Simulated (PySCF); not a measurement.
# NMR shielding calculation, with input and output: C7H12OSSi

System: C7H12OSSi.
Method: GIAO PBE0/pcSseg-1 NMR shielding, non-relativistic, gas phase (PySCF 2.14.0).

The geometry comes from this level: GFN2-xTB. It belongs to a series of runs on one base structure; here: H on C replaced by allyl. Figures and captions count atoms from 1; the log counts them from 0 in places.

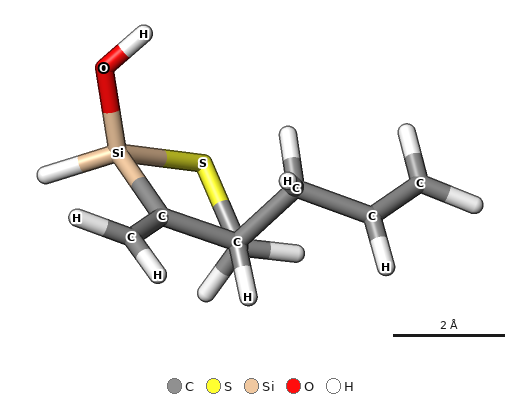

**Figure 1.** The structure as given in the input (stick view, seen at a tilt).

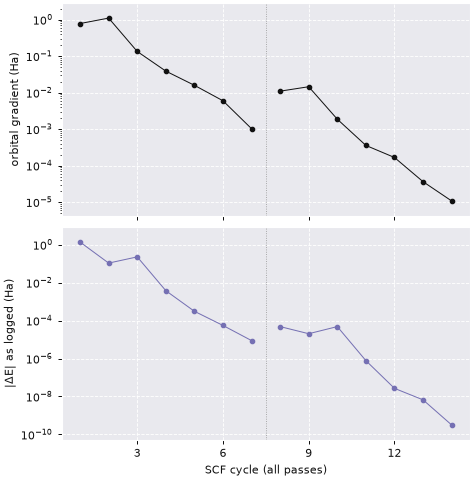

**Figure 2.** Convergence of the self-consistent field: orbital gradient and size of the energy change against the SCF cycle. The dotted line marks the change from a coarse to the final integration grid. The first 7 cycles use a coarse grid, the final grid takes over at cycle 8, and the field converges after 14 cycles in all.

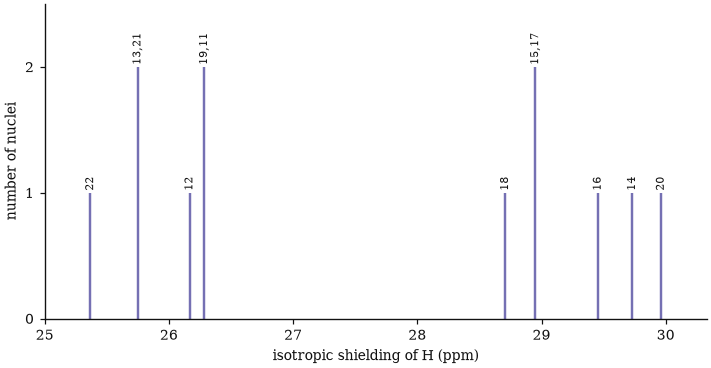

**Figure 3.** Isotropic shieldings of the hydrogen nuclei in this fixed geometry, labelled by atom number; shielding grows to the right, so chemical shift grows to the left. The least shielded is H22 (25.4 ppm), the most shielded H20 (30.0 ppm).

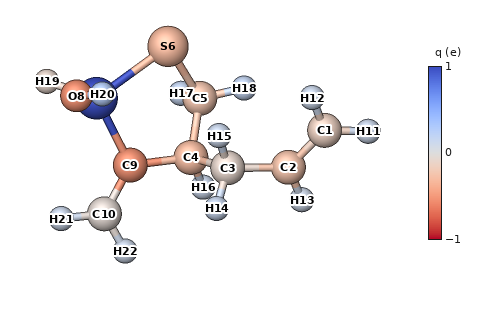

**Figure 4.** Mulliken charges, as the colour of each atom (ball-and-stick view, seen at a tilt; atoms are numbered from 1 in the order of the input). By element: C −0.53 to −0.05, S −0.31, Si +0.98, O −0.54 and H −0.08 to +0.25 e.

The input that produced these results follows, with the program's output.

**Input**
```
{"job": {"kind": "nmr", "xc": "PBE0", "basis": "pcSseg-1"}, "charge": 0, "multiplicity": 1}
C      2.751038     0.723849    -1.523067
C      2.337950     0.514319    -0.287238
C      0.940153     0.753276     0.185577
C      0.262884    -0.555688     0.637991
C      0.065015    -1.491675    -0.551345
S     -1.259177    -0.886135    -1.657332
Si    -2.474833    -0.233239    -0.011998
O     -3.210536     1.182609    -0.297200
C     -1.074318    -0.241907     1.255494
C     -1.225962    -0.010851     2.551101
H      3.766935     0.535388    -1.827137
H      2.086322     1.096688    -2.285432
H      3.020070     0.130233     0.461595
H      0.955622     1.445134     1.032595
H      0.348501     1.201296    -0.615765
H      0.913246    -1.053287     1.367006
H     -0.222285    -2.489184    -0.218087
H      0.967572    -1.561962    -1.156074
H     -3.584492    -1.120295     0.282332
H     -2.786064     1.897193    -0.767281
H     -2.189522     0.223392     2.970406
H     -0.398530    -0.039769     3.244772
```

The first line tells a small driver script what to run in PySCF; the rest is the geometry in Å.

Run as:
```bash
OMP_NUM_THREADS=1 python <driver script> task.json out
```

**The program's output**
```
coarse grid: 19376 points
cycle   1  E = -1035.9694491417  dE =  1.365e+00  |g| = 7.806e-01  |ddm| = 4.397e+00
cycle   2  E = -1035.8628977860  dE =  1.066e-01  |g| = 1.101e+00  |ddm| = 1.629e+00
cycle   3  E = -1036.0893682859  dE = -2.265e-01  |g| = 1.339e-01  |ddm| = 1.099e+00
cycle   4  E = -1036.0931182077  dE = -3.750e-03  |g| = 3.877e-02  |ddm| = 1.639e-01
cycle   5  E = -1036.0934259759  dE = -3.078e-04  |g| = 1.584e-02  |ddm| = 5.055e-02
cycle   6  E = -1036.0934812320  dE = -5.526e-05  |g| = 5.961e-03  |ddm| = 2.115e-02
cycle   7  E = -1036.0934900225  dE = -8.791e-06  |g| = 1.023e-03  |ddm| = 6.071e-03
final grid: 177800 points
cycle   8  E = -1036.1666871338  dE = -4.799e-05  |g| = 1.094e-02  |ddm| = 4.257e-02
cycle   9  E = -1036.1666668890  dE =  2.024e-05  |g| = 1.447e-02  |ddm| = 2.448e-02
cycle  10  E = -1036.1667149518  dE = -4.806e-05  |g| = 1.864e-03  |ddm| = 1.581e-02
cycle  11  E = -1036.1667157260  dE = -7.742e-07  |g| = 3.562e-04  |ddm| = 1.983e-03
cycle  12  E = -1036.1667157528  dE = -2.680e-08  |g| = 1.664e-04  |ddm| = 4.721e-04
cycle  13  E = -1036.1667157595  dE = -6.647e-09  |g| = 3.614e-05  |ddm| = 1.730e-04
cycle  14  E = -1036.1667157598  dE = -3.170e-10  |g| = 1.071e-05  |ddm| = 6.382e-05
converged SCF energy = -1036.1667157598

GIAO shielding tensors (ppm)
atom      isotropic    diamagn.    paramagn.     s11        s22        s33       span
  0 C       61.978     254.197    -192.219    -51.766     80.282    157.418    209.184
  1 C       40.979     257.622    -216.642    -78.287     46.145    155.081    233.368
  2 C      140.646     249.984    -109.337    115.912    137.722    168.305     52.393
  3 C      135.918     250.299    -114.381    121.712    135.218    150.825     29.113
  4 C      150.656     252.035    -101.379    116.993    162.348    172.627     55.634
  5 S      645.319    1059.349    -414.030    546.424    604.588    784.947    238.523
  6 Si     349.754     879.404    -529.650    314.692    349.263    385.306     70.614
  7 O      286.907     386.881     -99.974    261.545    289.591    309.585     48.040
  8 C       21.929     267.208    -245.278    -86.061      1.405    150.444    236.505
  9 C       53.476     251.808    -198.332    -63.330     62.852    160.905    224.234
 10 H       26.307      28.143      -1.836     23.200     25.333     30.388      7.188
 11 H       26.167      32.398      -6.231     22.283     25.324     30.893      8.609
 12 H       25.730      31.944      -6.214     22.700     25.648     28.841      6.142
 13 H       29.730      33.726      -3.996     25.121     29.715     34.354      9.233
 14 H       28.950      34.576      -5.626     25.365     29.776     31.709      6.344
 15 H       29.454      36.137      -6.683     26.476     26.956     34.931      8.455
 16 H       28.951      32.347      -3.397     22.089     27.776     36.987     14.898
 17 H       28.708      33.244      -4.536     23.718     27.177     35.229     11.510
 18 H       26.261      27.936      -1.675     22.450     23.884     32.450     10.000
 19 H       29.962      32.294      -2.333     21.798     26.158     41.930     20.132
 20 H       25.767      29.603      -3.836     22.410     23.981     30.909      8.500
 21 H       25.367      32.121      -6.754     21.750     23.898     30.454      8.704
```

**Summary**

```json
{"quantity": "outcome", "value": "converged"}
{"quantity": "total energy", "value": "−1036.166716 hartree"}
{"quantity": "HOMO", "value": "−6.87 eV"}
{"quantity": "LUMO", "value": "−0.74 eV"}
{"quantity": "dipole moment", "value": "2.40 D"}
{"quantity": "isotropic shielding, C", "value": "21.9 to 150.7 ppm"}
{"quantity": "isotropic shielding, S", "value": "645.3 ppm"}
{"quantity": "isotropic shielding, Si", "value": "349.8 ppm"}
{"quantity": "isotropic shielding, O", "value": "286.9 ppm"}
{"quantity": "isotropic shielding, H", "value": "25.4 to 30.0 ppm"}
{"quantity": "hardware", "value": "1 CPU thread, shared host"}
{"quantity": "wall time", "value": "2 min"}
{"quantity": "peak memory", "value": "1.1 GiB"}
```
